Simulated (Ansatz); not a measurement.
# Phonon-limited resistivity of Ir-W-W-Ir stack of (111) layers, part 3 of 4

Aim: how strongly do electrons couple to phonons in Ir-W-W-Ir stack of (111) layers, and what resistivity does that give?

Ansatz 0.2.0; DFT LDA, scalar-relativistic, plane waves, PAW; PAW set soft_1.

So far. Step 5 (Phonons: q 2×2×1, k 6×6×1): Among the solved wavevectors the lowest mode, translations apart, is 32.6 cm⁻¹, so these are real on this k mesh.

**6. Resistivity: q 2×2×1, k 6×6×1, scattering 12×12×1**

A first run on coarse meshes.

input.yaml reads:

```yaml
crystal:
  lattice:
    - [2.7169576908, 0.0, 0.0]
    - [-1.3584788454, 2.3529543812, 0.0]
    - [0.0, 0.0, 37.5918017562]
  atoms:
    - { symbol: Ir, position: [0.0, 0.0, 0.1490415193] }
    - { symbol: W, position: [0.3333333333, 0.6666666667, 0.2047287271] }
    - { symbol: W, position: [0.6666666667, 0.3333333333, 0.2713298592] }
    - { symbol: Ir, position: [0.0, 0.0, 0.327017067] }
  periodic: [true, true, false]
kpoints:
  mp_grid: { grid: [6, 6, 1] }
hamiltonian:
  xc: lda
  pseudopotentials: { kind: paw, azcp: { folder: soft_1 }, xc_functional: pbe }
scf:
  occupations: { method: methfessel_paxton, width: 0.2 }
output:
  eigenvalues: true
phonons:
  method: dfpt
  qmesh: [2, 2, 1]
  temperatures: { t_max: 1000, t_step: 50 }
  qpath:
    path:
      - [0.0, 0.0, 0.0]
      - [0.5, 0.0, 0.0]
      - [0.33333333, 0.33333333, 0.0]
      - [0.0, 0.0, 0.0]
    npoints: 10
  electrical_resistivity:
    mesh: [12, 12, 1]
    temperatures: [20.0, 50.0, 77.0, 100.0, 150.0, 200.0, 300.0, 400.0, 600.0, 800.0]
  superconductivity: { mesh: [12, 12, 1], eliashberg_equations: false }
  electron_occupations: "off"
```

Command:

```bash
$ ansatz run input.yaml --threads 4 --pin off --max-ram 12288MiB --backend cpu --events-out ev --progress --plain --runs-dir out
```

Numbers of over 12 decimals in the logs are rounded to 6 here.

The log of the run:

```text
[...]
Crystal: 4 atoms, lattice volume = 240.320 Å³
Basis set: ecut = 420 eV, 4751 PW (Γ), exchange–correlation on 40×40×512 points (8 copies of the dense FFT grid, shifted against one another)
Bands: 38, of which v1, the nominal top of the filled ones, is band 31 counted from 1 (30 counted from 0)
Symmetry: 12 space group operations
k-points: 7 of 36 (irreducible under 6 space group operations, time reversal used)
[...]
SCF iter   1: F=—  HF=-43590.795026 eV  |F-HF|=—  |Δ(HF+E_count)|=         —  Δρ=3.38e-2  dr2=1.83e1  ethr=3.10e-3  ⟨swp⟩=15.1  Hψ=2057  notcnv=0
[...]
SCF iter  16: F=-43589.032830 eV  HF=-43589.032830 eV  |F-HF|=4.37e-11  |Δ(HF+E_count)|=   1.30e-9  S|Δr|=    0.00e0  Δρ=1.35e-8  dr2=8.21e-13  ethr=1.00e-12  ⟨swp⟩=13.0  Hψ=2045  notcnv=0
SCF 1 converged in 16 iterations: F = -43589.032830 eV  dr2 = 8.21e-13
[...]
Bands: 45, of which v1, the nominal top of the filled ones, is band 31 counted from 1 (30 counted from 0)
k-points: 7 of 36
SCF iter   1: F=—  HF=-43590.789009 eV  |F-HF|=—  |Δ(HF+E_count)|=         —  Δρ=3.37e-2  dr2=1.82e1  ethr=3.10e-3  ⟨swp⟩=18.7  Hψ=2836  notcnv=0  defer=7
[...]
SCF iter  16: F=-43589.032830 eV  HF=-43589.032830 eV  |F-HF|=5.82e-11  |Δ(HF+E_count)|=  9.53e-10  S|Δr|=    0.00e0  Δρ=5.49e-8  dr2=3.62e-12  ethr=1.00e-12  ⟨swp⟩=4.0  Hψ=1384  notcnv=0
SCF 2 converged in 16 iterations: F = -43589.032830 eV  dr2 = 3.62e-12
[...]
SCF converged after 16 iterations
[...]
Free energy (F): -43589.032830 eV
[...]
Internal energy: -43589.027170 eV  (E = F + TS)
E sigma→0 (E₀):  -43589.031415 eV
Entropy (-TS):   -0.005660 eV (-1.415 meV/atom)
Fermi energy:    -5.078868 eV
[...]
--- Band table (eV; the first three rows and the last of 7) ---
  k-point 0: bands = [... 27 lower, -6.7472, -6.7472, -6.6908, -6.6908, -5.4298, -4.8759, -4.8759, -4.6464, ... 10 higher]
  k-point 1: bands = [... 27 lower, -7.3493, -6.7766, -6.5341, -6.4241, -6.1760, -5.8959, -4.4796, -4.4443, ... 10 higher]
  k-point 2: bands = [... 27 lower, -7.0605, -6.8614, -6.0095, -5.0958, -5.0558, -4.0165, -3.8007, -3.2210, ... 10 higher]
  k-point 6: bands = [... 27 lower, -7.0921, -7.0921, -4.7809, -4.4600, -4.4600, -4.0835, -3.7580, -1.4124, ... 10 higher]
  ° read free of the cell's end (the report's vacuum.weakly_bound_levels)
[...]
ASR residual: 5.869e-6 → 0.000e0 eV/Å²; symmetrization residual: 4.919e-7 eV/Å²
[...]
ASR residual per site (eV/Å²): 3.80e-6 5.60e-6 5.87e-6 3.94e-6
[...]
--- Phonons (arbitrary-q DFPT): 2 irreducible q on the 2×2×1 mesh ---
[...]
interpolated dispersion: 31 rows × 12 modes
[...]
--- Electrical resistivity: potentials and phonons of a 2×2×1 supercell ---
  scattering by harmonic phonons alone, with no dipole-dipole term; scattering by other electrons, impurities, surfaces and spin disorder is left out, and so is spin–orbit coupling
  the resistivity is that of a variational response, whose dependence on the energy is improved iteratively
  tensors lie in the sheet's plane, the Hall coefficient along its normal; that, the resistivity and the plasma energy are of the whole cell, vacuum included; the cell is 37.592 Å high
  at the Fermi level of each mesh (of a tensor half of its trace):
           mesh   spin    states/(eV spin)  plasma energy (eV)         λ      λ_tr    ħω_log (meV)
        12×12×1                     0.6776              3.9006    0.2405    0.2832          17.803
          6×6×1                     0.6983              3.4315    0.2819    0.4087          18.137
          3×3×1                     1.6106              5.1801    0.8635    1.3004          18.162
  resistivity on the deck's mesh, µΩ·cm:
     T (K)       trace/2  mesh converged            xx            yy            zz    lowest order   relaxation time
     20.00     7.0123e-3              no     7.0123e-3     7.0123e-3      0.0000e0       1.3694e-2         1.8742e-2
     50.00     5.0823e-1              no     5.0823e-1     5.0823e-1      0.0000e0       9.3608e-1         6.0194e-1
     77.00      1.9281e0              no      1.9281e0      1.9281e0      0.0000e0        2.9883e0          2.0517e0
    100.00      3.5072e0              no      3.5072e0      3.5072e0      0.0000e0        4.9883e0          3.5823e0
    150.00      7.0227e0              no      7.0227e0      7.0227e0      0.0000e0        9.3136e0          6.9544e0
    200.00      1.0352e1              no      1.0352e1      1.0352e1      0.0000e0        1.3460e1          1.0164e1
    300.00      1.6697e1              no      1.6697e1      1.6697e1      0.0000e0        2.1444e1          1.6313e1
    400.00      2.2961e1              no      2.2961e1      2.2961e1      0.0000e0        2.9311e1          2.2399e1
    600.00      3.5776e1              no      3.5776e1      3.5776e1      0.0000e0        4.5209e1          3.4881e1
    800.00      4.9098e1              no      4.9098e1      4.9098e1      0.0000e0        6.1520e1          4.7917e1
  sheet resistance at 20 K: 0.01865 Ω
  mean free path at 20 K (of a tensor half of its trace): 44535 nm by what each carries, 39658 by the Fermi surface alone
  sheet resistance at 50 K: 1.352 Ω
[...]
sheet resistance at 77 K: 5.129 Ω
[...]
Hall coefficient in a weak field at 77 K (along the normal): 8.958e-10 m³/C (as a tensor it moves by 46.6 % between the two finest meshes); by each state's relaxation time: 8.399e-10 m³/C; by a constant relaxation time: (none: it, or that of a finer mesh, parts from a neighbouring mesh's by over half of the finer one's)
  sheet resistance at 100 K: 9.330 Ω
[...]
sheet resistance at 150 K: 18.68 Ω
[...]
sheet resistance at 200 K: 27.54 Ω
[...]
sheet resistance at 300 K: 44.42 Ω
[...]
sheet resistance at 400 K: 61.08 Ω
[...]
sheet resistance at 600 K: 95.17 Ω
[...]
sheet resistance at 800 K: 130.6 Ω
[...]
the resistivity times a path that all electrons share, by the Fermi surface of the deck's mesh alone (half of the trace): 2.781e-15 Ω·m²
  not converged in the mesh (λ; λ_tr; the resistivity at 20 K by 22.78 %; the resistivity at 50 K by 73.15 %; the resistivity at 77 K by 83.77 %; the resistivity at 100 K by 86.63 %; the resistivity at 150 K by 88.57 %; the resistivity at 200 K by 90.46 %; the resistivity at 300 K by 94.14 %; the resistivity at 400 K by 95.64 %; the resistivity at 600 K by 96.60 %; the resistivity at 800 K by 95.25 %): between neighb [...]
  vibrations of 4 cells: unjudged by the run; compare a larger repeat
  the changes of the potential over all sites missed a rigid shift's by 0.55 % (the site terms' by 0.01 %)
  between the force constants' wavevectors the phonons are obtained by Fourier interpolation alone: phonons.electron_occupations is off
--- Superconductivity: potentials and phonons of a 2×2×1 supercell ---
  pairing by harmonic phonons, in the closed forms alone; spin fluctuations are left out, and so is spin–orbit coupling
           mesh         λ    ħω_log (meV)  μ* declared at (meV)
        12×12×1    0.2405          17.803               19.067
          6×6×1    0.2819          18.137               19.165
          3×3×1    0.8635          18.162               19.040
  λ by the species' shares of the modes' patterns: Ir 0.1423, W 0.0982
  transition temperature on the deck's mesh (K), isotropic and anisotropic, restricted to the Fermi surface (FSR) and over the full bandwidth (FBW), and the last with the density of states resolved in a narrower window:
        μ*   McMillan   Allen–Dynes      iso. FSR      iso. FBW    aniso. FSR    aniso. FBW  narrow window
      0.08      0.029         0.029             -             -             -             -              -
      0.10      0.006         0.006             -             -             -             -              -
      0.12      0.001         0.001             -             -             -             -              -
      0.13      0.000         0.000             -             -             -             -              -
      0.14      0.000         0.000             -             -             -             -              -
      0.16      0.000         0.000             -             -             -             -              -
      0.20      0.000         0.000             -             -             -             -              -
  not judged without the Eliashberg equations: between neighbouring meshes, the two finest first, λ moves by 17.21 % and 206.33 %
  vibrations of 4 cells: unjudged by the run; compare a larger repeat
[...]
```

Elapsed: 2.3 min, on 4 threads of Arm Neoverse V1, shared host; peak memory 2.2 GiB; 8.5 min of CPU time.

Numbers from this step:

```yaml
cell_height: 37.59 Å
sheet_resistance_300k: 44.42 Ω/square, mean in the plane
resistivity_at_300_k: 16.7 μΩ cm, mean of the axes, of the whole cell with its vacuum
coupling_constant_lambda: 0.2405
density_of_states_at_the_fermi_level: 0.6776 states/eV a spin and cell
log_mean_phonon_energy_omega_log: 17.8 meV
transport_coupling_constant_lambda_tr: 0.2832, 0.2832, 0 (xx, yy, zz)
drude_plasma_energy: 3.901, 3.901, 0 eV (xx, yy, zz), of the whole cell with its vacuum
second_moment_phonon_energy_omega: 19.07 meV
```

Solved on the 2×2×1 mesh alone; all other wavevectors are interpolated. The phonon branches at the labelled points (cm⁻¹):

| point | branch 1 | branch 2 | branch 3 | branch 4 | branch 9 | branch 10 | branch 11 | branch 12 |
| --- | --- | --- | --- | --- | --- | --- | --- | --- |
| Γ | 0 | 0 | 0 | 33 | 122 | 122 | 201 | 249 |
| M | 120 | 123 | 138 | 144 | 193 | 199 | 228 | 229 |
| K | 143 | 143 | 159 | 159 | 198 | 198 | 204 | 205 |
| Γ | 0 | 0 | 0 | 33 | 122 | 122 | 201 | 249 |

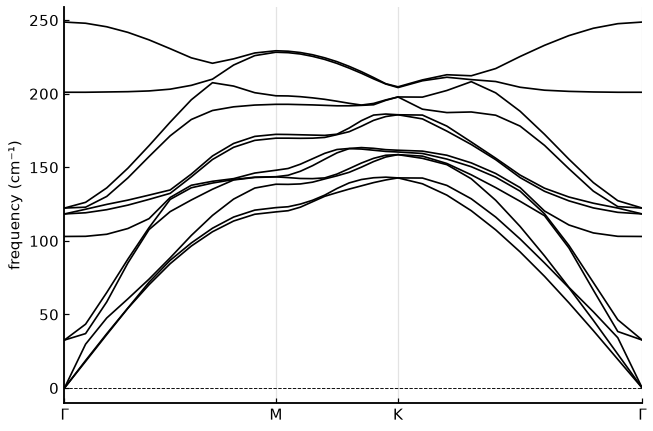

Phonon branches along the path.

The Eliashberg function α²F has structure finer than the step of the table below, so its rows give means over 2 meV, whole bins alone (the curve runs from 0.12 to 30.7 meV). Peaks (meV: height): α²F 17.7: 0.328, 19.4: 0.351, 19.9: 0.367, 21.1: 0.224, 23.5: 0.269, 24.4: 0.120, 26.4: 0.079; α²F tr 17.7: 0.416, 19.4: 0.520, 19.9: 0.526, 21.1: 0.333, 23.5: 0.422, 24.4: 0.178, 26.4: 0.116.

Eliashberg function α²F against phonon energy; means over each step:

| phonon energy (meV) | α²F | α²F tr |
| --- | --- | --- |
| 2 | 1.8e-4 | 5.9e-5 |
| 4 | 0.00165 | 4.6e-4 |
| 6 | 0.00573 | 0.00187 |
| 8 | 0.00810 | 0.00374 |
| 10 | 0.0119 | 0.00680 |
| 12 | 0.0231 | 0.0142 |
| 14 | 0.0574 | 0.0509 |
| 16 | 0.150 | 0.151 |
| 18 | 0.250 | 0.311 |
| 20 | 0.264 | 0.379 |
| 22 | 0.0942 | 0.125 |
| 24 | 0.128 | 0.192 |
| 26 | 0.0649 | 0.0843 |
| 28 | 0.0368 | 0.0440 |

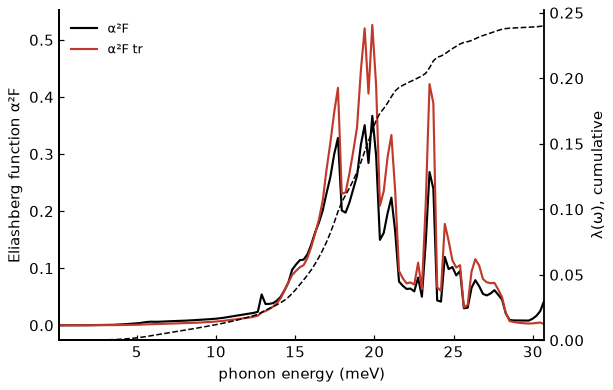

Eliashberg function α²F, plotted against phonon energy. The dashed line is the running λ.

Of the whole cell with its vacuum, so only the sheet resistance is a property of the layer; the means are those of the plane. Resistivity, by row:

| T (K) | ρ_xx (μΩ cm) | ρ_yy | ρ_zz | ρ by Ziman's lowest order, mean | ρ by relaxation times, mean | within 2 % of the coarser mesh |
| --- | --- | --- | --- | --- | --- | --- |
| 20 | 0.007012 | 0.007012 | - | 0.01369 | 0.01874 | no |
| 50 | 0.5082 | 0.5082 | - | 0.9361 | 0.6019 | no |
| 77 | 1.928 | 1.928 | - | 2.988 | 2.052 | no |
| 100 | 3.507 | 3.507 | - | 4.988 | 3.582 | no |
| 150 | 7.023 | 7.023 | - | 9.314 | 6.954 | no |
| 200 | 10.35 | 10.35 | - | 13.46 | 10.16 | no |
| 300 | 16.7 | 16.7 | - | 21.44 | 16.31 | no |
| 400 | 22.96 | 22.96 | - | 29.31 | 22.4 | no |
| 600 | 35.78 | 35.78 | - | 45.21 | 34.88 | no |
| 800 | 49.1 | 49.1 | - | 61.52 | 47.92 | no |

The cell's resistivity over its height. The sheet resistance, along x by temperature:

| temperature (K) | sheet resistance, along x (Ω/square) |
| --- | --- |
| 20 | 0.0186 |
| 50 | 1.35 |
| 77 | 5.13 |
| 100 | 9.33 |
| 150 | 18.7 |
| 200 | 27.5 |
| 300 | 44.4 |
| 400 | 61.1 |
| 600 | 95.2 |
| 800 | 131 |

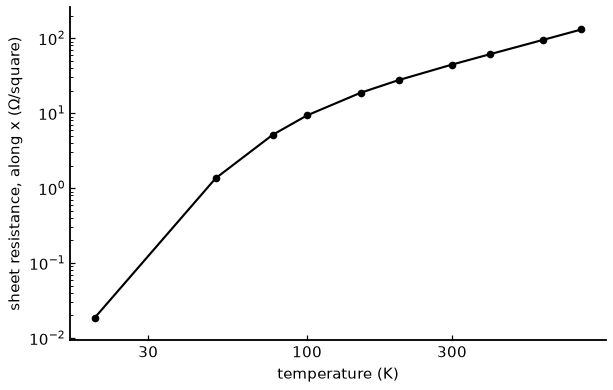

Sheet resistance, along x, plotted against temperature.

Some points of the scattering mesh along the symmetry lines, up to three branches each (those of largest λ), at most 39 rows; the frequencies are those of the scattering step, which can differ from the solved and plainly interpolated ones; single rows converge slowly. Mode couplings:

| q1 | q2 | q3 | branch | ħω (meV) | λ_q | half width (meV) |
| --- | --- | --- | --- | --- | --- | --- |
| 0.1667 | 0 | 0 | 3 | 8.06 | 0.0162 | 0.00225 |
| 0.1667 | 0 | 0 | 4 | 11.56 | 0.0284 | 0.00808 |
| 0.1667 | 0 | 0 | 5 | 11.77 | 0.0339 | 0.01 |
| 0.4167 | 0 | 0 | 6 | 17.75 | 0.031 | 0.0208 |
| 0.4167 | 0 | 0 | 7 | 20.53 | 0.0296 | 0.0265 |
| 0.4167 | 0 | 0 | 8 | 20.86 | 0.0309 | 0.0286 |
| 0.4167 | 0.1667 | 0 | 1 | 16.46 | 0.0524 | 0.0302 |
| 0.4167 | 0.1667 | 0 | 2 | 16.81 | 0.0562 | 0.0338 |
| 0.4167 | 0.1667 | 0 | 6 | 20.09 | 0.045 | 0.0387 |
| 0.1667 | 0.1667 | 0 | 5 | 16.59 | 0.0194 | 0.0114 |
| 0.1667 | 0.1667 | 0 | 7 | 17.73 | 0.0184 | 0.0123 |
| 0.1667 | 0.1667 | 0 | 8 | 17.95 | 0.0194 | 0.0133 |

The Eliashberg function α²F has structure finer than the step of the table below, so its rows give means over 2 meV, whole bins alone (the curve runs from 0.12 to 30.7 meV). Peaks (meV: height): α²F 17.7: 0.328, 19.4: 0.351, 19.9: 0.367, 21.1: 0.224, 23.5: 0.269, 24.4: 0.120, 26.4: 0.079; Ir 17.7: 0.194, 19.4: 0.270, 19.9: 0.261, 21.1: 0.172, 23.5: 0.102; W 17.7: 0.135, 19.9: 0.106, 22.8: 0.06, 23.5: 0.167, 24.4: 0.0896, 26.4: 0.0662.

The Eliashberg function α²F by phonon energy; means over each step:

| phonon energy (meV) | α²F | Ir | W |
| --- | --- | --- | --- |
| 2 | 1.8e-4 | 1.0e-4 | 1.0e-4 |
| 4 | 0.00165 | 8.4e-4 | 7.9e-4 |
| 6 | 0.00573 | 0.00305 | 0.00270 |
| 8 | 0.00810 | 0.00443 | 0.00368 |
| 10 | 0.0119 | 0.00680 | 0.00513 |
| 12 | 0.0231 | 0.0143 | 0.00881 |
| 14 | 0.0574 | 0.0366 | 0.0208 |
| 16 | 0.150 | 0.0977 | 0.0527 |
| 18 | 0.250 | 0.157 | 0.0936 |
| 20 | 0.264 | 0.197 | 0.0668 |
| 22 | 0.0942 | 0.0499 | 0.0443 |
| 24 | 0.128 | 0.0446 | 0.0831 |
| 26 | 0.0649 | 0.0145 | 0.0504 |
| 28 | 0.0368 | 0.00714 | 0.0296 |

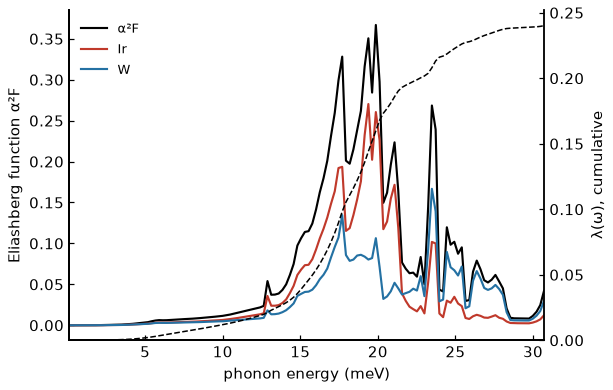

Eliashberg function α²F against phonon energy. The dashed line is the running λ.

λ by element:

| share in the modes' patterns | λ |
| --- | --- |
| Ir | 0.1423 |
| W | 0.09822 |

λ by pair of elements:

| motions of the sites of | λ |
| --- | --- |
| Ir-Ir | 0.2026 |
| Ir-W | -0.02248 |
| W-W | 0.06036 |

Largest shares of lambda; single rows converge slowly. Strongest modes:

| q1 | q2 | q3 | star | branch | ħω (meV) | λ_q | half width (meV) |
| --- | --- | --- | --- | --- | --- | --- | --- |
| 0.25 | 0.3333 | 0 | 12 | 2 | 17.54 | 0.06669 | 0.04368 |
| 0.25 | 0.3333 | 0 | 12 | 4 | 19.14 | 0.06428 | 0.05011 |
| 0.25 | 0.3333 | 0 | 12 | 1 | 16.95 | 0.0589 | 0.03601 |
| 0.25 | 0.3333 | 0 | 12 | 5 | 19.91 | 0.05682 | 0.04794 |
| 0.1667 | 0.3333 | 0 | 12 | 7 | 20.9 | 0.05566 | 0.05174 |
| 0.25 | 0.3333 | 0 | 12 | 6 | 20.1 | 0.05531 | 0.04756 |
| 0.08333 | 0.3333 | 0 | 12 | 8 | 20.15 | 0.05382 | 0.0465 |
| 0.25 | 0.3333 | 0 | 12 | 3 | 18.85 | 0.05264 | 0.03982 |

300 K. Cumulative share of the conductivity, along x against mean free path:

| mean free path (nm) | cumulative share of the conductivity, along x |
| --- | --- |
| 6.31 | 0.00412 |
| 7.08 | 0.0253 |
| 7.94 | 0.0572 |
| 8.91 | 0.0599 |
| 10 | 0.0947 |
| 11.2 | 0.227 |
| 12.6 | 0.289 |
| 14.1 | 0.302 |
| 15.8 | 0.317 |
| 17.8 | 0.332 |
| 19.9 | 0.374 |
| 22.4 | 0.518 |
| 25.1 | 0.759 |
| 28.2 | 0.889 |
| 31.6 | 0.999 |

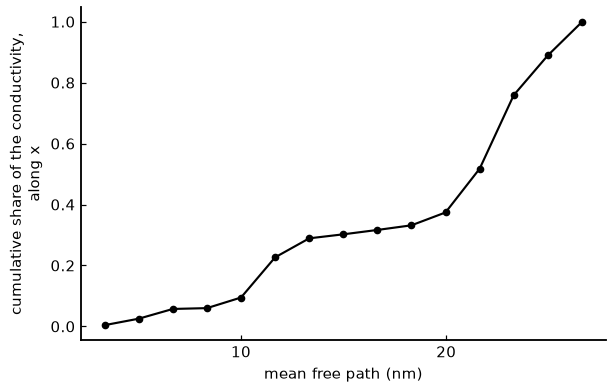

Cumulative share of the conductivity, along x against mean free path.

Resistivity by mesh:

| mesh | T (K) | mean rho (μΩ cm) |
| --- | --- | --- |
| 12x12x1 | 20 | 0.007012 |
| 12x12x1 | 300 | 16.7 |
| 12x12x1 | 800 | 49.1 |
| 6x6x1 | 20 | 0.008609 |
| 6x6x1 | 300 | 32.42 |
| 6x6x1 | 800 | 95.87 |
| 3x3x1 | 20 | 0.00538 |
| 3x3x1 | 300 | 36.71 |
| 3x3x1 | 800 | 101 |

Harmonic. Thermo, by row:

| T (K) | F_vib (meV/atom) | S (J/mol-atom/K) | C_V (J/mol-atom/K) |
| --- | --- | --- | --- |
| 0 | 28.57 | 0 | 0 |
| 50 | 28.16 | 2.877 | 7.03 |
| 100 | 24.57 | 11.18 | 16.76 |
| 150 | 16.73 | 18.84 | 20.69 |
| 200 | 5.3 | 25.06 | 22.4 |
| 250 | -9.05 | 30.16 | 23.27 |
| 300 | -25.82 | 34.45 | 23.76 |
| 350 | -44.65 | 38.13 | 24.06 |
| 400 | -65.26 | 41.36 | 24.26 |
| 450 | -87.45 | 44.23 | 24.4 |
| 500 | -111 | 46.8 | 24.5 |
| 550 | -135.9 | 49.14 | 24.57 |
| 600 | -161.9 | 51.28 | 24.63 |
| 650 | -189 | 53.25 | 24.68 |
| 700 | -217.1 | 55.08 | 24.71 |
| 750 | -246.1 | 56.79 | 24.74 |
| 800 | -275.9 | 58.39 | 24.76 |
| 850 | -306.6 | 59.89 | 24.78 |
| 900 | -338 | 61.31 | 24.8 |
| 950 | -370.1 | 62.65 | 24.81 |
| 1000 | -402.9 | 63.92 | 24.82 |

By its own test the run is not converged in the mesh. λ = 0.240 and 44.4 Ω per square at 300 K. The run's own test puts 94 % between its two finest meshes on the component of the resistivity at 300 K that moves most, so it is not converged. By the run's own test λ moves by 17 % between its two finest scattering meshes.

[end of part 3 of 4]

[Logs are printed without paths, hosts, clocks, repeated set-up lines and the standing remarks that a program may print on its own settings, such as how far it seeks lower states.]

[Hosts, paths, dates, database ids (printed as entryN), source tags and the programs' standing remarks are cut or masked in the printed files.]
